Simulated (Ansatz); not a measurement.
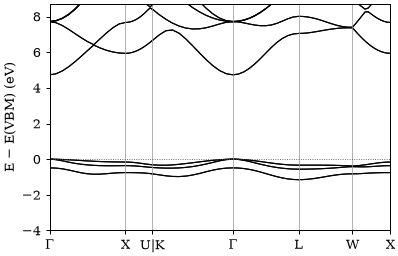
Figure. Band structure from DFT-r²SCAN with spin–orbit coupling in the program Ansatz with PAW potentials

**Question.** Read off the gap and where the band edges lie.

**Answer.** About 4.7 eV (4.73 eV by a search for the band edges); maximum at Γ, minimum at Γ.

The material is RbBr (rock salt, space group No. 225).

Space group Fm-3m (rock salt). The cell was relaxed with r²SCAN under the symmetry of its start; phonons on a q-mesh show no instability.

Potentials: the later of the program's two PAW sets.
